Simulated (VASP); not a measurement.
Band structure of Si (diamond). Level of theory: rev-vdW-DF2, VASP's PBE PAW potentials (set 64) (plane waves; VASP 6.6.1).

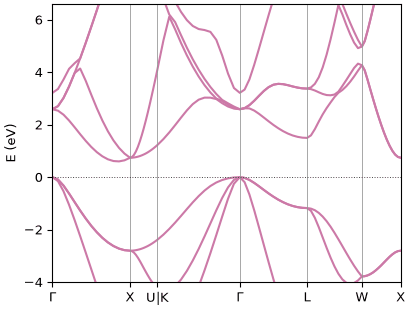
Bands along high-symmetry lines, zero at the valence-band maximum or, without a gap, the Fermi level

### Question
Read the plot: is there a gap, and where are the band edges?

### Answer
The gap is indirect, 0.60 eV, from the valence maximum at Γ to the conduction minimum at Γ-X at 0.86. (Edges off the drawn lines would not show.)

Measured: gap 1.23 eV (computed value off by -0.63 eV), as given by Wei Chen et al., Physical Review Materials (2018), doi:10.1103/physrevmaterials.2.073803 [zero-point renormalisation of 0.06 eV added back (the table's ZPR column)].

The compound is Si in the diamond structure. It was relaxed first.
